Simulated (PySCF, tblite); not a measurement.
**C6H9FSSi: geometry, infrared bands and NMR shifts**

Wanted: the infrared bands and NMR shifts of C6H9FSSi (`CC#C[C@@]1(F)C[SiH2]SC1`), by calculation.

Programs: tblite 0.8.0 and PySCF 2.14.0, with density-fitted response routines of our own. Each step states its level of theory. These are calculated values for one molecule in the gas phase, unless marked as measured. Atoms are numbered from 0 throughout.

### Step 1. Starting geometry

18 atoms, charge 0, multiplicity 1; geometry from: force field or distance geometry start.

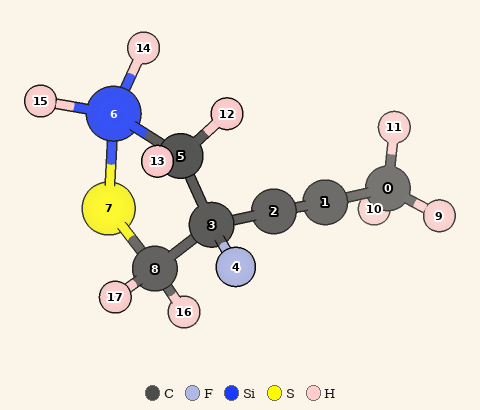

As it starts; carbon dark grey, fluorine light blue, silicon blue, sulfur yellow, hydrogen pink, atoms numbered.

### Step 2. Relaxing the molecule with GFN2-xTB

The job: settings as JSON, then the geometry in Å.

```
{"job": {"kind": "relax", "xc": "GFN2-xTB", "basis": "xTB"}, "charge": 0, "multiplicity": 1}
C     -3.350700    -0.501000    -0.054300
C     -1.975900     0.027900    -0.050200
C     -0.836900     0.443700    -0.005800
C      0.525600     0.956600    -0.000600
F      0.492300     2.323600     0.270500
C      1.373900     0.355900     1.062000
Si     2.069400    -1.272900     0.461100
S      1.500100    -0.970700    -1.587900
C      1.115500     0.786500    -1.349700
H     -4.087900     0.328800     0.147000
H     -3.560600    -0.988600    -1.033900
H     -3.386900    -1.280200     0.739600
H      0.706700     0.080200     1.942700
H      2.153500     1.018200     1.486500
H      1.410900    -2.424500     1.079200
H      3.533600    -1.334800     0.552400
H      0.322500     1.035800    -2.117000
H      1.986200     1.421700    -1.553300
```

On the command line:

```console
> OMP_NUM_THREADS=1 python probes_run.py task.json out
```

This one command runs all jobs of the session in turn.

**Question.** This job is followed by: GFN2-xTB harmonic vibrations, gas phase; GIAO PBE0/pcSseg-1 NMR shielding, non-relativistic, gas phase. What will the session give for the following? strongest single infrared mode (GFN2-xTB); zero-point energy (GFN2-xTB); 13C shifts against TMS (PBE0/pcSseg-1); 1H shifts against TMS (PBE0/pcSseg-1, means over atoms taken as alike); 19F shifts against CFCl3 (PBE0/pcSseg-1); 29Si shifts against TMS (PBE0/pcSseg-1); 33S shifts against CS2 (PBE0/pcSseg-1); surface potential, least and greatest.

As calculated:

| quantity | value |
| --- | --- |
| strongest single infrared mode (GFN2-xTB) | 2316 cm⁻¹, 339 km/mol |
| zero-point energy (GFN2-xTB) | 80.6 kcal/mol |
| 13C shifts against TMS (PBE0/pcSseg-1) | 96.4, 94.0, 84.5, 45.9, 28.3, 4.6 ppm |
| 1H shifts against TMS (PBE0/pcSseg-1, means over atoms taken as alike) | 4.92, 4.91, 3.25, 3.10, 2.09, 1.85, 1.72 ppm |
| 19F shifts against CFCl3 (PBE0/pcSseg-1) | -156.5 ppm |
| 29Si shifts against TMS (PBE0/pcSseg-1) | -19.2 ppm |
| 33S shifts against CS2 (PBE0/pcSseg-1) | -203 ppm |
| surface potential, least and greatest | -1.12 V and 1.29 V |

Relaxing lowered the energy by 0.369 eV in 95 steps; the close pair that moved most is C5–H12, from 1.139 to 1.089 Å. The lowest mode is imaginary (21i cm⁻¹), so the xTB geometry is not a minimum. The strongest single mode, at 2316 cm⁻¹, moves mainly H15. GFN2-xTB is a fitted tight-binding method: band positions and strengths are rough. Its intensities can rank the bands wrongly. C3 (propargylic fully substituted sp3 carbon bonded to F) lies farthest downfield among carbon, at 96.4 ppm; pulled downfield by the heteroatom. At PBE0/pcSseg-1: The widest tensor belongs to S7: span 396 ppm, with a paramagnetic part of -350 ppm.
